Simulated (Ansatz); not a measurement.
# ClF₂GeH₅ (built from SMILES F.F.[Cl][GeH3]): search for a transition state, part 2 of 2

Ansatz 0.2.0, Gaussian basis; PBE0-D4. Earlier steps stand in the parts before.

### Step 8. Relaxing after a step of 0.30 Å the other way along the mode

downb/in.yaml reads:

```yaml
crystal:
  periodic: [false, false, false]
  atoms:
    - {symbol: Ge, position_ang: [-0.758291, -1.059700, -0.288205]}
    - {symbol: Cl, position_ang: [0.627089, -0.553728, 1.387894]}
    - {symbol: H, position_ang: [0.246019, -2.111753, -0.771716]}
    - {symbol: H, position_ang: [-1.870079, -1.489457, 0.689391]}
    - {symbol: H, position_ang: [-1.510253, -0.445702, -1.524630]}
    - {symbol: H, position_ang: [0.437657, 1.428200, -0.360632]}
    - {symbol: F, position_ang: [0.018712, 1.127238, -0.886038]}
    - {symbol: H, position_ang: [1.358375, 1.229405, 1.027918]}
    - {symbol: F, position_ang: [1.450771, 1.875495, 0.726019]}
basis:
  gaussian: {orbitals: def2-TZVP}
hamiltonian: {xc: pbe0, dispersion: d4}
relax: {f_tol: 0.005, max_steps: 200}
```

On the command line:

```bash
$ ansatz run in.yaml --threads 8 --pin off --events-out ev --progress --plain --max-ram 19148MiB
```

The log of the run:

```text
Functional definition: PBE0
  name "PBE0"
  cite "Adamo & Barone, J. Chem. Phys. 110, 6158 (1999) doi:10.1063/1.478522"
  cite "Perdew, Burke & Ernzerhof, Phys. Rev. Lett. 77, 3865 (1996) doi:10.1103/PhysRevLett.77.3865"
  parent pbe
  parameter a = 0.25
  parameter kappa = 0.804
  parameter beta = 0.06672455060314922
  exchange = (1 - a)*pbe_x(kappa = kappa, mu = beta*pi^2/3) + a*exact_x
  correlation = pbe_c(beta = beta)
1201 factors; their error is unknown
mean field evaluation 1: about -74535.0902 eV, gradient 5.2e1 eV
mean field evaluation 2: about -74533.8489 eV, gradient 6.2e1 eV
mean field evaluation 4: about -74538.2310 eV, gradient 1.4e0 eV
mean field evaluation 8: about -74538.5665 eV, gradient 3.7e-1 eV
mean field evaluation 16: about -74538.5666 eV, gradient 1.5e-5 eV
mean field -74538.56656158 eV, -2739.2417970832 hartree, gradient 1.5e-5 eV, S^2 0.000000; 0 other end points of the search recorded, 0 dependent functions left out
the calculation of the forces begins
reference -74538.56658867 eV, -2739.2417980785 hartree; 36, 36 occupied and 141, 141 virtual orbitals, 1201 factors
relax step   1: F+E_penalty+E_count = -74538.69810183 eV  Δ(F+E_penalty+E_count) = +0.000e0 eV  max|allowed force component| = 2.546e1 eV/Å  Δτ_max = 0.0000 Å  (27 SCF iters, accepted)
these checks for a lower state are left out or cut short: starts, cluster_reference, orbital_swaps, neighbouring_geometries, increment
1201 factors; their error is unknown
mean field -74543.17851572 eV, -2739.4112832717 hartree, gradient 9.4e-6 eV, S^2 0.000000; 0 other end points of the search recorded, 0 dependent functions left out
the calculation of the forces begins
reference -74543.17854292 eV, -2739.4112842713 hartree; 36, 36 occupied and 141, 141 virtual orbitals, 1201 factors
relax step   2: F+E_penalty+E_count = -74543.30604087 eV  Δ(F+E_penalty+E_count) = -4.608e0 eV  max|allowed force component| = 5.549e-1 eV/Å  Δτ_max = 0.1943 Å  (35 SCF iters, accepted)
these checks for a lower state are left out or cut short: starts, cluster_reference, orbital_swaps, neighbouring_geometries, increment
1201 factors; their error is unknown
mean field evaluation 32: about -74543.4461 eV, gradient 1.1e-5 eV
mean field -74543.44611526 eV, -2739.4211173733 hartree, gradient 1.1e-5 eV, S^2 0.000000; 0 other end points of the search recorded, 0 dependent functions left out
the calculation of the forces begins
reference -74543.44614234 eV, -2739.4211183684 hartree; 36, 36 occupied and 141, 141 virtual orbitals, 1201 factors
relax step   3: F+E_penalty+E_count = -74543.57117253 eV  Δ(F+E_penalty+E_count) = -2.651e-1 eV  max|allowed force component| = 4.401e-1 eV/Å  Δτ_max = 0.1962 Å  (30 SCF iters, accepted)
these checks for a lower state are left out or cut short: starts, cluster_reference, orbital_swaps, neighbouring_geometries, increment
1201 factors; their error is unknown
mean field -74543.66068871 eV, -2739.4290028021 hartree, gradient 2.5e-5 eV, S^2 0.000000; 0 other end points of the search recorded, 0 dependent functions left out
the calculation of the forces begins
reference -74543.66071578 eV, -2739.4290037971 hartree; 36, 36 occupied and 141, 141 virtual orbitals, 1201 factors
relax step   4: F+E_penalty+E_count = -74543.78248298 eV  Δ(F+E_penalty+E_count) = -2.113e-1 eV  max|allowed force component| = 4.028e-1 eV/Å  Δτ_max = 0.1933 Å  (29 SCF iters, accepted)
these checks for a lower state are left out or cut short: starts, cluster_reference, orbital_swaps, neighbouring_geometries, increment
1201 factors; their error is unknown
mean field -74543.79769430 eV, -2739.4340376648 hartree, gradient 1.6e-5 eV, S^2 0.000000; 0 other end points of the search recorded, 0 dependent functions left out
the calculation of the forces begins
reference -74543.79772147 eV, -2739.4340386633 hartree; 36, 36 occupied and 141, 141 virtual orbitals, 1201 factors
relax step   5: F+E_penalty+E_count = -74543.91740092 eV  Δ(F+E_penalty+E_count) = -1.349e-1 eV  max|allowed force component| = 3.330e-1 eV/Å  Δτ_max = 0.2000 Å  (29 SCF iters, accepted)
these checks for a lower state are left out or cut short: starts, cluster_reference, orbital_swaps, neighbouring_geometries, increment
1201 factors; their error is unknown
mean field -74543.85851047 eV, -2739.4362726178 hartree, gradient 1.3e-5 eV, S^2 0.000000; 0 other end points of the search recorded, 0 dependent functions left out
the calculation of the forces begins
reference -74543.85853727 eV, -2739.4362736026 hartree; 36, 36 occupied and 141, 141 virtual orbitals, 1201 factors
relax step   6: F+E_penalty+E_count = -74543.97496047 eV  Δ(F+E_penalty+E_count) = -5.756e-2 eV  max|allowed force component| = 2.399e-1 eV/Å  Δτ_max = 0.2000 Å  (30 SCF iters, accepted)
these checks for a lower state are left out or cut short: starts, cluster_reference, orbital_swaps, neighbouring_geometries, increment
1201 factors; their error is unknown
mean field -74543.88781338 eV, -2739.4373494797 hartree, gradient 1.3e-5 eV, S^2 0.000000; 0 other end points of the search recorded, 0 dependent functions left out
the calculation of the forces begins
reference -74543.88784003 eV, -2739.4373504593 hartree; 36, 36 occupied and 141, 141 virtual orbitals, 1201 factors
relax step   7: F+E_penalty+E_count = -74544.00306835 eV  Δ(F+E_penalty+E_count) = -2.811e-2 eV  max|allowed force component| = 1.078e-1 eV/Å  Δτ_max = 0.2000 Å  (29 SCF iters, accepted)
these checks for a lower state are left out or cut short: starts, cluster_reference, orbital_swaps, neighbouring_geometries, increment
1201 factors; their error is unknown
mean field evaluation 64: about -74543.8917 eV, gradient 1.8e-4 eV
mean field -74543.89166356 eV, -2739.4374909713 hartree, gradient 1.0e-5 eV, S^2 0.000000; 0 other end points of the search recorded, 0 dependent functions left out
the calculation of the forces begins
reference -74543.89169045 eV, -2739.4374919594 hartree; 36, 36 occupied and 141, 141 virtual orbitals, 1201 factors
relax step   8: F+E_penalty+E_count = -74544.00574857 eV  Δ(F+E_penalty+E_count) = -2.680e-3 eV  max|allowed force component| = 1.979e-1 eV/Å  Δτ_max = 0.1487 Å  (29 SCF iters, accepted)
these checks for a lower state are left out or cut short: starts, cluster_reference, orbital_swaps, neighbouring_geometries, increment
1201 factors; their error is unknown
mean field -74543.89928357 eV, -2739.4377710014 hartree, gradient 7.6e-6 eV, S^2 0.000000; 0 other end points of the search recorded, 0 dependent functions left out
the calculation of the forces begins
reference -74543.89931034 eV, -2739.4377719853 hartree; 36, 36 occupied and 141, 141 virtual orbitals, 1201 factors
relax step   9: F+E_penalty+E_count = -74544.01398217 eV  Δ(F+E_penalty+E_count) = -8.234e-3 eV  max|allowed force component| = 7.888e-2 eV/Å  Δτ_max = 0.0335 Å  (31 SCF iters, accepted)
these checks for a lower state are left out or cut short: starts, cluster_reference, orbital_swaps, neighbouring_geometries, increment
1201 factors; their error is unknown
mean field -74543.90487030 eV, -2739.4379763101 hartree, gradient 8.3e-6 eV, S^2 0.000000; 0 other end points of the search recorded, 0 dependent functions left out
the calculation of the forces begins
reference -74543.90489695 eV, -2739.4379772895 hartree; 36, 36 occupied and 141, 141 virtual orbitals, 1201 factors
relax step  10: F+E_penalty+E_count = -74544.02161797 eV  Δ(F+E_penalty+E_count) = -7.636e-3 eV  max|allowed force component| = 3.695e-2 eV/Å  Δτ_max = 0.1410 Å  (30 SCF iters, accepted)
these checks for a lower state are left out or cut short: starts, cluster_reference, orbital_swaps, neighbouring_geometries, increment
1201 factors; their error is unknown
mean field -74543.90947642 eV, -2739.4381455819 hartree, gradient 1.0e-5 eV, S^2 0.000000; 0 other end points of the search recorded, 0 dependent functions left out
the calculation of the forces begins
reference -74543.90950297 eV, -2739.4381465576 hartree; 36, 36 occupied and 141, 141 virtual orbitals, 1201 factors
relax step  11: F+E_penalty+E_count = -74544.02785627 eV  Δ(F+E_penalty+E_count) = -6.238e-3 eV  max|allowed force component| = 1.368e-1 eV/Å  Δτ_max = 0.1952 Å  (29 SCF iters, accepted)
these checks for a lower state are left out or cut short: starts, cluster_reference, orbital_swaps, neighbouring_geometries, increment
1201 factors; their error is unknown
mean field -74543.91098539 eV, -2739.4382010355 hartree, gradient 1.1e-5 eV, S^2 0.000000; 0 other end points of the search recorded, 0 dependent functions left out
the calculation of the forces begins
reference -74543.91101180 eV, -2739.4382020059 hartree; 36, 36 occupied and 141, 141 virtual orbitals, 1201 factors
relax step  12: F+E_penalty+E_count = -74544.03147628 eV  Δ(F+E_penalty+E_count) = -3.620e-3 eV  max|allowed force component| = 2.335e-1 eV/Å  Δτ_max = 0.1950 Å  (29 SCF iters, accepted)
these checks for a lower state are left out or cut short: starts, cluster_reference, orbital_swaps, neighbouring_geometries, increment
1201 factors; their error is unknown
mean field evaluation 96: about -74543.5834 eV, gradient 1.4e0 eV
mean field -74543.91772690 eV, -2739.4384487812 hartree, gradient 7.6e-6 eV, S^2 0.000000; 0 other end points of the search recorded, 0 dependent functions left out
the calculation of the forces begins
reference -74543.91775330 eV, -2739.4384497514 hartree; 36, 36 occupied and 141, 141 virtual orbitals, 1201 factors
relax step  13: F+E_penalty+E_count = -74544.03768607 eV  Δ(F+E_penalty+E_count) = -6.210e-3 eV  max|allowed force component| = 1.412e-1 eV/Å  Δτ_max = 0.0314 Å  (31 SCF iters, accepted)
these checks for a lower state are left out or cut short: starts, cluster_reference, orbital_swaps, neighbouring_geometries, increment
1201 factors; their error is unknown
mean field -74543.92068128 eV, -2739.4385573530 hartree, gradient 7.8e-6 eV, S^2 0.000000; 0 other end points of the search recorded, 0 dependent functions left out
the calculation of the forces begins
reference -74543.92070768 eV, -2739.4385583228 hartree; 36, 36 occupied and 141, 141 virtual orbitals, 1201 factors
relax step  14: F+E_penalty+E_count = -74544.04082132 eV  Δ(F+E_penalty+E_count) = -3.135e-3 eV  max|allowed force component| = 2.032e-2 eV/Å  Δτ_max = 0.0424 Å  (31 SCF iters, accepted)
these checks for a lower state are left out or cut short: starts, cluster_reference, orbital_swaps, neighbouring_geometries, increment
1201 factors; their error is unknown
mean field -74543.92082039 eV, -2739.4385624650 hartree, gradient 7.8e-6 eV, S^2 0.000000; 0 other end points of the search recorded, 0 dependent functions left out
the calculation of the forces begins
reference -74543.92084684 eV, -2739.4385634371 hartree; 36, 36 occupied and 141, 141 virtual orbitals, 1201 factors
relax step  15: F+E_penalty+E_count = -74544.04144741 eV  Δ(F+E_penalty+E_count) = -6.261e-4 eV  max|allowed force component| = 1.701e-2 eV/Å  Δτ_max = 0.0470 Å  (31 SCF iters, accepted)
these checks for a lower state are left out or cut short: starts, cluster_reference, orbital_swaps, neighbouring_geometries, increment
1201 factors; their error is unknown
mean field -74543.92097790 eV, -2739.4385682533 hartree, gradient 7.9e-6 eV, S^2 0.000000; 0 other end points of the search recorded, 0 dependent functions left out
the calculation of the forces begins
reference -74543.92100436 eV, -2739.4385692259 hartree; 36, 36 occupied and 141, 141 virtual orbitals, 1201 factors
relax step  16: F+E_penalty+E_count = -74544.04155909 eV  Δ(F+E_penalty+E_count) = -1.117e-4 eV  max|allowed force component| = 9.944e-3 eV/Å  Δτ_max = 0.0209 Å  (32 SCF iters, accepted)
these checks for a lower state are left out or cut short: starts, cluster_reference, orbital_swaps, neighbouring_geometries, increment
1201 factors; their error is unknown
mean field evaluation 128: about -74543.9210 eV, gradient 4.2e-3 eV
mean field -74543.92097871 eV, -2739.4385682833 hartree, gradient 7.9e-6 eV, S^2 0.000000; 0 other end points of the search recorded, 0 dependent functions left out
the calculation of the forces begins
reference -74543.92100517 eV, -2739.4385692557 hartree; 36, 36 occupied and 141, 141 virtual orbitals, 1201 factors
relax step  17: F+E_penalty+E_count = -74544.04156146 eV  Δ(F+E_penalty+E_count) = -2.373e-6 eV  max|allowed force component| = 5.847e-3 eV/Å  Δτ_max = 0.0041 Å  (32 SCF iters, accepted)
these checks for a lower state are left out or cut short: starts, cluster_reference, orbital_swaps, neighbouring_geometries, increment
1201 factors; their error is unknown
mean field -74543.92098955 eV, -2739.4385686816 hartree, gradient 7.9e-6 eV, S^2 0.000000; 0 other end points of the search recorded, 0 dependent functions left out
the calculation of the forces begins
reference -74543.92101600 eV, -2739.4385696537 hartree; 36, 36 occupied and 141, 141 virtual orbitals, 1201 factors
relax step  18: F+E_penalty+E_count = -74544.04158613 eV  Δ(F+E_penalty+E_count) = -2.467e-5 eV  max|allowed force component| = 3.243e-3 eV/Å  Δτ_max = 0.0081 Å  (32 SCF iters, accepted)
1201 factors; their error is unknown
mean field -74543.92098955 eV, -2739.4385686816 hartree, gradient 7.3e-5 eV, S^2 0.000000; 1 other end points of the search recorded, 0 dependent functions left out
the calculation of the forces begins
reference -74543.92101600 eV, -2739.4385696537 hartree; 36, 36 occupied and 141, 141 virtual orbitals, 1201 factors
Total energy: -74544.04161258 eV, -2739.4430014961 hartree
Atom 0 at    -0.896429    -1.230985    -0.043014 Å, force     0.000979     0.000991     0.000595 eV/Å
Atom 1 at     0.235890    -0.619818     1.739742 Å, force    -0.001854    -0.002769     0.000985 eV/Å
Atom 2 at     0.143329    -1.580469    -1.101273 Å, force     0.000208     0.000168     0.000195 eV/Å
Atom 3 at    -1.681310    -2.451429     0.446704 Å, force    -0.000713    -0.000976    -0.000267 eV/Å
Atom 4 at    -1.795691    -0.050242    -0.391028 Å, force    -0.000178    -0.000278    -0.000332 eV/Å
Atom 5 at     0.915130     1.643040    -0.872854 Å, force     0.000509    -0.000075     0.002102 eV/Å
Atom 6 at     0.485437     1.256618    -1.609911 Å, force    -0.000927     0.000063    -0.000904 eV/Å
Atom 7 at     1.129821     1.135757     1.139265 Å, force    -0.000162    -0.000367     0.000544 eV/Å
Atom 8 at     1.463822     1.897527     0.692370 Å, force     0.002138     0.003243    -0.002919 eV/Å
Dipole moment:    -0.305546    -0.440474     0.115359 e Å
```

Run time: 25 s. Hardware: 8 threads of Arm Neoverse V2, shared host.

Relaxation path:

```csv
step,energy from step 1 (eV),largest force component (eV/Å)
1,0.0000,25.4633
2,-4.6079,0.5549
3,-4.8731,0.4401
4,-5.0844,0.4028
5,-5.2193,0.3330
6,-5.2769,0.2399
7,-5.3050,0.1078
8,-5.3076,0.1979
9,-5.3159,0.0789
10,-5.3235,0.0370
11,-5.3298,0.1368
12,-5.3334,0.2335
13,-5.3396,0.1412
14,-5.3427,0.0203
15,-5.3433,0.0170
16,-5.3435,0.0099
17,-5.3435,0.0058
18,-5.3435,0.0032
```

Close pairs (by a distance rule), those that changed most:

```csv
bond,before (Å),after (Å),change (Å)
H8–F9,0.719,0.944,+0.225
H6–F7,0.736,0.937,+0.200
Ge1–H5,1.572,1.524,-0.048
Ge1–Cl2,2.233,2.199,-0.034
Ge1–H4,1.542,1.531,-0.010
Ge1–H3,1.533,1.524,-0.009
```

### Step 9. What the saddle joins

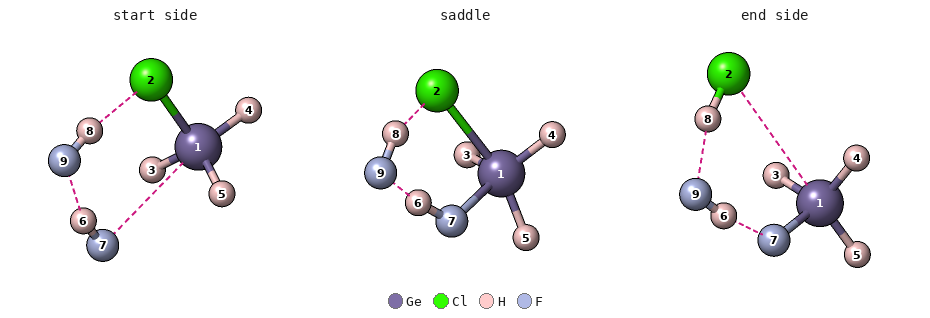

The minimum on the start side, the saddle and the minimum on the end side; broken lines join the pairs that change, where they aren't drawn as bonds.

```csv
pair,start side (Å),saddle (Å),end side (Å)
Ge1–F7,3.249,2.032,1.779
Cl2–H8,2.060,1.686,1.298
H6–F9,1.678,1.253,0.944
Ge1–Cl2,2.199,2.588,3.802
H6–F7,0.937,1.050,1.595
H8–F9,0.944,1.042,1.815
```

### Step 10. Outcome

What follows sums up all 2 parts.

| quantity | value |
| --- | --- |
| imaginary mode | 257i cm⁻¹ |
| barrier from the start side | 110.9 kJ/mol |
| barrier from the end side | 91.6 kJ/mol |
| energy of the step | +19.3 kJ/mol |
| pairs that change | Ge1–F7 formed, Cl2–H8 formed, H6–F9 formed, Ge1–Cl2 broken, H6–F7 broken, H8–F9 broken |
| zero-point energy at the saddle | 1.263 eV |

**Reading.** The point has a single imaginary mode (257i cm⁻¹), as a transition state must. It joins the planned start and end. At PBE0-D4/def2-TZVP the electronic barrier is 110.9 kJ/mol, about 45 kT at 298 K, and the step runs 19.3 kJ/mol uphill. A step off the saddle overshot and began above it in energy, so the link to its end is likely but not proven.
